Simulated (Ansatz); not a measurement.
The figure comes from a scan of HfO₂ (tetragonal-ZrO2 type, space group P4_2/nmc): volume and axial ratio are varied about the relaxed values (subscript 0). These are PBEsol (plane waves to 420 eV, PAW, scalar-relativistic; Ansatz, a first-principles code) values and carry that method's errors. k mesh 9×9×7 (Γ-centred), Fermi-Dirac smearing 0.05 eV. Energies are smeared free energies. As the atoms are clamped, bonds stretch with the cell, which overstates energies and stresses. HfO2 is run without spin polarisation. HfO2 was relaxed with its symmetry unable to fall. Spin-orbit coupling is left out, though Hf is heavy. This is a high-temperature form of HfO2. ΔE is measured from the relaxed starting cell.

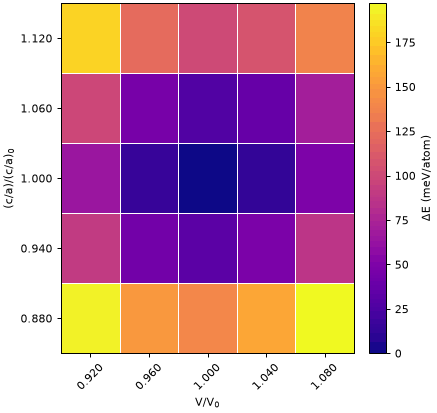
ΔE (meV/atom), one tile a computed point.

Question: List the plotted points as numbers.

Answer: To the nearest 20:

ΔE (meV/atom), with V/V₀ across and (c/a)/(c/a)₀ down:

```csv
(c/a)/(c/a)₀ \ V/V₀,0.920,0.960,1.000,1.040,1.080
0.880,200,140,140,160,200
0.940,100,40,40,40,80
1.000,60,20,0,20,40
1.060,100,40,20,40,80
1.120,180,120,100,100,140
```

(A scan under strain: stresses follow from slopes of the energy per volume, elastic moduli from its curvatures.)
